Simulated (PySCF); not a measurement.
**Bi(SH)3: other functionals and bases at one geometry**

Aim: see how levels, charges and forces of Bi(SH)3 depend on the level of theory. The species was built from a template and needn't be a known compound.

The runs use PySCF 2.14.0; several levels, as the steps say, no spin–orbit coupling.

1 further run of the same task is left out (for a known fault of the program).

## Step 1: Starting geometry

7 atoms, charge 0, spin multiplicity 1.

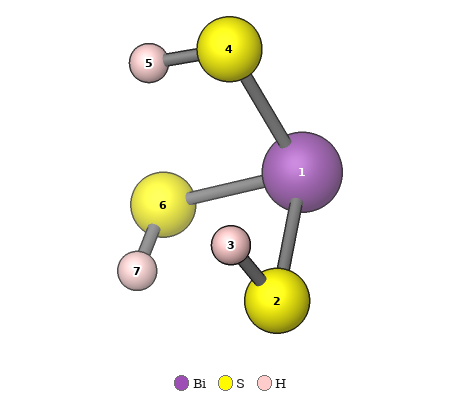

The structure; bismuth purple, sulfur yellow, hydrogen pink; atoms are numbered from 1 in the order of the file.

Coordinates:

```
Bi    0.0000    0.0000   -0.3083
S     2.1750   -0.3135    1.0005
H     1.8373    0.6880    1.8445
S    -0.8160    2.0403    1.0005
H    -1.5145    1.2471    1.8445
S    -1.3590   -1.7268    1.0005
H    -0.3228   -1.9351    1.8445
```

Formal oxidation states: Bi +3. An earlier session relaxed this geometry at PBE0, Bi def2-SVP with ECP60, S def2-SVP, H def2-SVP (singlet, point group C3).

At PBE0 on the finer grid: E = -1410.293287 Eh, HOMO -7.04 eV, LUMO -1.72 eV, Mulliken charge on Bi1 +0.62 e, largest force component 0.004 eV/Å. 

Levels to run: revPBE; HF; PBE0, TZVP. Hardware: 2 threads of Arm Neoverse V1, shared host.

## Step 2: revPBE

The input, run.py (the lines that set the calculation):

```python
mol = gto.M(atom='''
Bi     0.00000     0.00000    -0.30831
S      2.17497    -0.31348     1.00051
H      1.83728     0.68804     1.84447
S     -0.81600     2.04032     1.00051
H     -1.51450     1.24711     1.84447
S     -1.35897    -1.72684     1.00051
H     -0.32278    -1.93515     1.84447''',
    basis={'Bi': 'def2-SVP', 'S': 'def2-SVP', 'H': 'def2-SVP'},
    ecp={'Bi': 'def2-SVP'},
    charge=0, spin=0)
mf = dft.RKS(mol, xc='PBE_R,PBE')
mf.grids.atom_grid = (75, 302)
mf = mf.density_fit()  # fitting sets: Bi def2-universal-JKFIT, S def2-universal-JKFIT, H def2-universal-JKFIT
mf.conv_tol = 1e-08; mf.max_cycle = 55
mf.kernel(dm0)  # dm0: the density of the relaxed state
```

Started as:

```sh
$ OMP_NUM_THREADS=2 python run.py
```

Standard output:

```text
init E= -1410.56772035915
  HOMO = -0.214348151548424  LUMO = -0.0881662972564764  gap/eV = 3.43358
cycle= 1 E= -1410.57004254836  delta_E= -0.00232  |g|= 0.0253  |ddm|= 0.252
  HOMO = -0.214338838182824  LUMO = -0.0834317214892461  gap/eV = 3.56216
cycle= 2 E= -1410.56923496436  delta_E= 0.000808  |g|= 0.0523  |ddm|= 0.119
  HOMO = -0.213401259947112  LUMO = -0.0854852535922199  gap/eV = 3.48077
cycle= 3 E= -1410.5702697322  delta_E= -0.00103  |g|= 0.00488  |ddm|= 0.0844
  HOMO = -0.213841122119563  LUMO = -0.085767017981752  gap/eV = 3.48507
cycle= 4 E= -1410.57027856696  delta_E= -8.83e-06  |g|= 0.00144  |ddm|= 0.00991
  HOMO = -0.213810794605449  LUMO = -0.0857991314224469  gap/eV = 3.48337
cycle= 5 E= -1410.57027935059  delta_E= -7.84e-07  |g|= 0.000193  |ddm|= 0.00228
  HOMO = -0.2137949321761  LUMO = -0.0857815797513835  gap/eV = 3.48342
cycle= 6 E= -1410.57027936226  delta_E= -1.17e-08  |g|= 4.14e-05  |ddm|= 0.000386
  HOMO = -0.213797989915528  LUMO = -0.085782882048643  gap/eV = 3.48347
cycle= 7 E= -1410.57027936282  delta_E= -5.56e-10  |g|= 1.11e-05  |ddm|= 6.27e-05
  HOMO = -0.213797270485269  LUMO = -0.0857811800867779  gap/eV = 3.48350
Extra cycle  E= -1410.57027936275  delta_E= 6.82e-11  |g|= 1.76e-05  |ddm|= 4.01e-05
converged SCF energy = -1410.57027936275
```

Wall time 5.1 s (2 threads of Arm Neoverse V1, shared host).

Read off: E = -1410.570279 Eh, HOMO -5.82 eV, LUMO -2.33 eV, Mulliken charge on Bi1 +0.58 e, largest force component 0.563 eV/Å. 

## Step 3: HF

Edit run.py (the lines that set the calculation) of step 2 so:

```diff
@@ -11,4 +11,3 @@
     charge=0, spin=0)
-mf = dft.RKS(mol, xc='PBE_R,PBE')
-mf.grids.atom_grid = (75, 302)
+mf = scf.RHF(mol)
 mf = mf.density_fit()  # fitting sets: Bi def2-universal-JKFIT, S def2-universal-JKFIT, H def2-universal-JKFIT
```

Started as:

```sh
$ OMP_NUM_THREADS=2 python run.py
```

Standard output:

```text
init E= -1407.55114550625
  HOMO = -0.334036717286084  LUMO = 0.0612405232079216  gap/eV = 10.75604
cycle= 1 E= -1407.5737794185  delta_E= -0.0226  |g|= 0.0567  |ddm|= 0.517
  HOMO = -0.348464705072196  LUMO = 0.0491616225980435  gap/eV = 10.81996
cycle= 2 E= -1407.57531298257  delta_E= -0.00153  |g|= 0.0191  |ddm|= 0.102
  HOMO = -0.347119843400901  LUMO = 0.053951267109607  gap/eV = 10.91370
cycle= 3 E= -1407.57552922707  delta_E= -0.000216  |g|= 0.00877  |ddm|= 0.0564
  HOMO = -0.348277791800995  LUMO = 0.0531134161281244  gap/eV = 10.92241
cycle= 4 E= -1407.57557825349  delta_E= -4.9e-05  |g|= 0.00199  |ddm|= 0.0227
  HOMO = -0.348509440582118  LUMO = 0.0532195231354682  gap/eV = 10.93160
cycle= 5 E= -1407.57558238317  delta_E= -4.13e-06  |g|= 0.000677  |ddm|= 0.00768
  HOMO = -0.348471522464284  LUMO = 0.0533523533342592  gap/eV = 10.93418
cycle= 6 E= -1407.57558308365  delta_E= -7e-07  |g|= 0.000182  |ddm|= 0.00384
  HOMO = -0.348490910609963  LUMO = 0.0533558186497382  gap/eV = 10.93481
cycle= 7 E= -1407.57558312483  delta_E= -4.12e-08  |g|= 3.37e-05  |ddm|= 0.00103
  HOMO = -0.34848986705998  LUMO = 0.053359297461261  gap/eV = 10.93487
cycle= 8 E= -1407.57558312611  delta_E= -1.28e-09  |g|= 1.04e-05  |ddm|= 0.000154
  HOMO = -0.348489092644683  LUMO = 0.0533605166986614  gap/eV = 10.93488
Extra cycle  E= -1407.57558312617  delta_E= -6.41e-11  |g|= 4e-06  |ddm|= 2.56e-05
converged SCF energy = -1407.57558312617
```

It took 2.3 s on 2 threads of Arm Neoverse V1, shared host.

It gives: E = -1407.575583 Eh, HOMO -9.48 eV, LUMO 1.45 eV, Mulliken charge on Bi1 +0.80 e, largest force component 0.488 eV/Å. 

## Step 4: PBE0, TZVP

Basis: Bi def2-TZVP with ECP60, S def2-TZVP, H def2-TZVP. 

The input, run.py (the lines that set the calculation):

```python
mol = gto.M(atom='''
Bi     0.00000     0.00000    -0.30831
S      2.17497    -0.31348     1.00051
H      1.83728     0.68804     1.84447
S     -0.81600     2.04032     1.00051
H     -1.51450     1.24711     1.84447
S     -1.35897    -1.72684     1.00051
H     -0.32278    -1.93515     1.84447''',
    basis={'Bi': 'def2-TZVP', 'S': 'def2-TZVP', 'H': 'def2-TZVP'},
    ecp={'Bi': 'def2-TZVP'},
    charge=0, spin=0)
mf = dft.RKS(mol, xc='PBE0')
mf.grids.atom_grid = (75, 302)
mf = mf.density_fit()  # fitting sets: Bi def2-universal-JKFIT, S def2-universal-JKFIT, H def2-universal-JKFIT
mf.conv_tol = 1e-08; mf.max_cycle = 55
mf.kernel(dm0)  # dm0: free metal ions and neutral atoms
```

Started as:

```sh
$ OMP_NUM_THREADS=2 python run.py
```

Standard output:

```text
init E= -1423.99959486512
  HOMO = -0.218114864673897  LUMO = -0.0919667555953438  gap/eV = 3.43266
cycle= 1 E= -1410.47783497641  delta_E= 13.5  |g|= 1.53  |ddm|= 2.54
  HOMO = -0.272941041714822  LUMO = -0.0580008687473912  gap/eV = 5.84882
cycle= 2 E= -1410.30098668646  delta_E= 0.177  |g|= 1.32  |ddm|= 2.16
  HOMO = -0.250686909562119  LUMO = -0.0858532462209777  gap/eV = 4.48535
cycle= 3 E= -1410.65618809153  delta_E= -0.355  |g|= 0.453  |ddm|= 1.87
  HOMO = -0.259163940824043  LUMO = -0.0674096420858801  gap/eV = 5.21790
cycle= 4 E= -1410.72027110149  delta_E= -0.0641  |g|= 0.045  |ddm|= 0.575
  HOMO = -0.265527119002218  LUMO = -0.0737644913785788  gap/eV = 5.21813
cycle= 5 E= -1410.720662239  delta_E= -0.000391  |g|= 0.0285  |ddm|= 0.0922
  HOMO = -0.263670103594077  LUMO = -0.0710108531779539  gap/eV = 5.24253
cycle= 6 E= -1410.72083174864  delta_E= -0.00017  |g|= 0.00537  |ddm|= 0.032
  HOMO = -0.26342557234535  LUMO = -0.0707307346747644  gap/eV = 5.24349
cycle= 7 E= -1410.72083670185  delta_E= -4.95e-06  |g|= 0.000991  |ddm|= 0.00479
  HOMO = -0.263484206532692  LUMO = -0.0707299719013558  gap/eV = 5.24511
cycle= 8 E= -1410.72083694367  delta_E= -2.42e-07  |g|= 0.000439  |ddm|= 0.00132
  HOMO = -0.26348503251472  LUMO = -0.0707387365141171  gap/eV = 5.24489
cycle= 9 E= -1410.72083699762  delta_E= -5.4e-08  |g|= 9.96e-05  |ddm|= 0.000513
  HOMO = -0.263484933175254  LUMO = -0.0707444169914106  gap/eV = 5.24474
cycle= 10 E= -1410.72083700176  delta_E= -4.13e-09  |g|= 6.8e-06  |ddm|= 0.000151
  HOMO = -0.26348524161815  LUMO = -0.0707436778295662  gap/eV = 5.24477
Extra cycle  E= -1410.72083700178  delta_E= -1.84e-11  |g|= 8.13e-06  |ddm|= 2.28e-05
converged SCF energy = -1410.72083700178
```

It took 15 s on 2 threads of Arm Neoverse V1, shared host.

It gives: E = -1410.720837 Eh, HOMO -7.17 eV, LUMO -1.93 eV, Mulliken charge on Bi1 +0.71 e, largest force component 0.558 eV/Å. 

## Step 5: Results

| level | state | HOMO (eV) | gap (eV) | charge on Bi1 (e) | dipole (D) | largest force (eV/Å) | basis functions | time |
| --- | --- | --- | --- | --- | --- | --- | --- | --- |
| PBE0 (relaxed here) | singlet | -7.04 | 5.32 | 0.62 | 1.37 | 0.00 | 95 | 14 s |
| revPBE | singlet | -5.82 | 3.48 | 0.58 | 1.31 | 0.56 | 95 | 5.1 s |
| HF | singlet | -9.48 | 10.93 | 0.80 | 1.66 | 0.49 | 95 | 2.3 s |
| PBE0, TZVP | singlet | -7.17 | 5.24 | 0.71 | 1.56 | 0.56 | 179 | 15 s |

Times are on 2 threads of Arm Neoverse V1, shared host; the first row also made further properties.

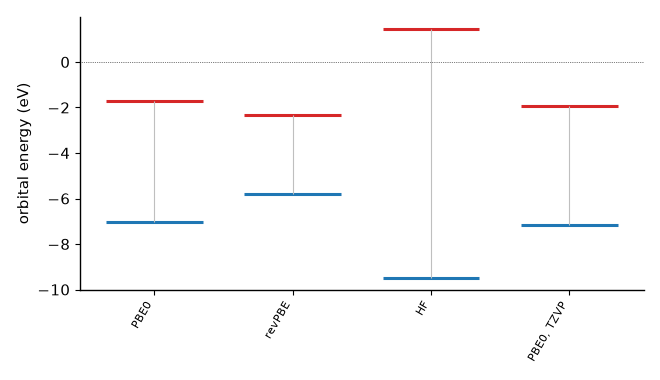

Highest filled and lowest empty level, method by method.

In one basis the HOMO–LUMO gap runs from 3.48 eV (revPBE) to 10.93 eV (HF). The largest leftover force, 0.56 eV/Å with revPBE, stands at a geometry relaxed at another level. The Mulliken charge on Bi spans +0.58 to +0.80 e over the levels. Total energies of different levels can't be compared. Spin–orbit coupling is left out throughout.
